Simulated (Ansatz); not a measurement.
| atom | x (Å) | y (Å) | z (Å) |
| --- | --- | --- | --- |
| C | 0.2137 | -1.0007 | 0.0032 |
| Br | -1.0354 | 2.0030 | 1.2144 |
| Si | 0.1753 | 0.6567 | -0.0571 |
| H | 0.6615 | -1.8754 | -0.4435 |

Geometry: B3LYP-D4/def2-TZVP.

Theory: isolated molecule in a Gaussian basis; Kohn-Sham density functional theory, functional PBE0 (Ansatz 0.2.0).

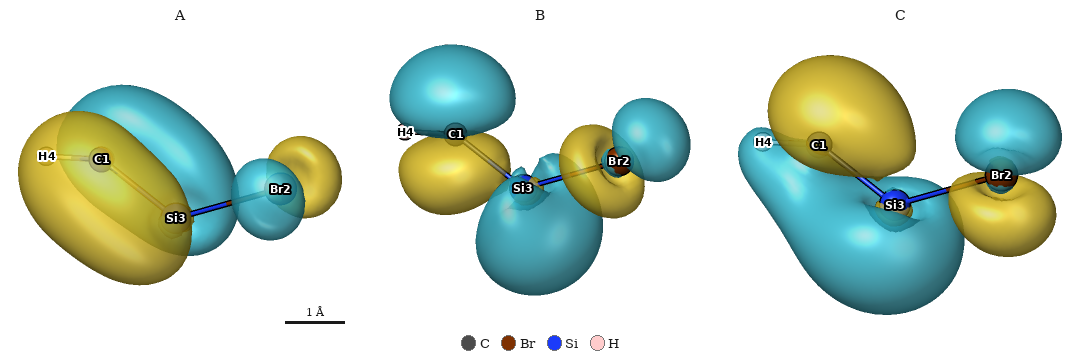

CHBrSi (SMILES C#[Si]Br). Three frontier orbitals at ±0.1 Å⁻³ᐟ² (yellow and cyan are the two phases), in no order.

Which picture is the HOMO−1, the HOMO and the LUMO?

Answer. C is the HOMO−1 (−7.54 eV). By Hirshfeld shares it lies mainly on Si3 (about 45 %), C1 (about 35 %) and Br2 (about 15 %); it is symmetric in the molecular plane (an in-plane orbital: σ, lone-pair or in-plane π type). A is the HOMO (−6.94 eV). Its weight (Hirshfeld) is mainly on C1 (about 55 %), Si3 (about 35 %) and Br2 (about 10 %); it changes sign across the molecular plane (π type); π-bonding across C1–Si3. B is the LUMO (−3.81 eV). Its weight (Hirshfeld) is mainly on C1 (about 40 %), Si3 (about 40 %) and Br2 (about 15 %); it is symmetric in the molecular plane (an in-plane orbital: σ, lone-pair or in-plane π type).

What is the HOMO–LUMO gap?

Answer. 3.13 eV between the orbital energies.
